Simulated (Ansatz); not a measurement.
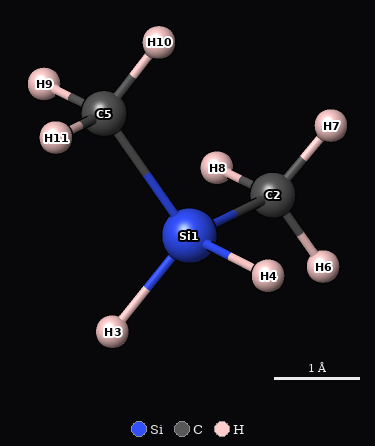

*The structure (ball-and-stick view, seen at a tilt; atoms are numbered from 1 in the order of the input).*

Bond lengths as drawn: C–H 1.09 Å, C–Si 1.87 Å and H–Si 1.49 Å.

# C2H8Si: single-point calculation

System: C2H8Si.
Method: RKS SPW92 (LDA)/def2-TZVPP (Ansatz 0.2.0).

The geometry comes from this level: PBE0-D4/def2-TZVP.

Log
```
Functional definition: SPW92
  name "SPW92"
  cite "Dirac, Proc. Camb. Phil. Soc. 26, 376 (1930) doi:10.1017/S0305004100016108"
  cite "Slater, Phys. Rev. 81, 385 (1951) doi:10.1103/PhysRev.81.385"
  cite "Perdew & Wang, Phys. Rev. B 45, 13244 (1992) doi:10.1103/PhysRevB.45.13244"
  exchange = slater_x
  correlation = pw_c
1120 factors; their error is unknown
mean field evaluation 1: about -10013.5333 eV, gradient 8.7e1 eV
mean field evaluation 2: about -9988.5192 eV, gradient 1.2e2 eV
mean field evaluation 4: about -10030.2985 eV, gradient 5.6e0 eV
mean field evaluation 8: about -10030.3826 eV, gradient 7.9e-2 eV
mean field evaluation 16: about -10030.3528 eV, gradient 2.1e-5 eV
mean field -10030.35278945 eV, -368.6086661948 hartree, gradient 2.1e-5 eV, S^2 0.000000; 0 other end points of the search recorded, 0 dependent functions left out
reference -10030.35282998 eV, -368.6086676843 hartree; 17, 17 occupied and 199, 199 virtual orbitals, 1120 factors
Total energy: -10030.35282998 eV, -368.6086676843 hartree
```

This output came from the following input.

Input
```yaml
crystal:
  periodic: [false, false, false]
  atoms:
    - {symbol: Si, position_ang: [-0.362508, -0.639302, -1.093047]}
    - {symbol: C, position_ang: [1.231020, -1.419374, -0.496570]}
    - {symbol: H, position_ang: [-0.902568, -1.424946, -2.239838]}
    - {symbol: H, position_ang: [-1.378822, -0.687806, -0.002675]}
    - {symbol: C, position_ang: [-0.098175, 1.136782, -1.621372]}
    - {symbol: H, position_ang: [1.068812, -2.452837, -0.182297]}
    - {symbol: H, position_ang: [1.639181, -0.868310, 0.354432]}
    - {symbol: H, position_ang: [1.983730, -1.422349, -1.288983]}
    - {symbol: H, position_ang: [0.623916, 1.196621, -2.439578]}
    - {symbol: H, position_ang: [0.282319, 1.736870, -0.790957]}
    - {symbol: H, position_ang: [-1.032352, 1.588191, -1.962937]}
basis:
  gaussian: {orbitals: def2-TZVPP}
hamiltonian: {xc: lda}
```

Run as:
```bash
ansatz run in.yaml --threads 8 --pin off --events-out ev --progress --plain --max-ram 19148MiB
```

Key numbers

```csv
quantity,value
outcome,converged
total energy,−10030.3528 eV
SCF solution under orbital rotations,stable
hardware,"8 threads of Arm Neoverse V2, 108 GiB of memory available, shared host"
peak memory,0.69 GiB
```
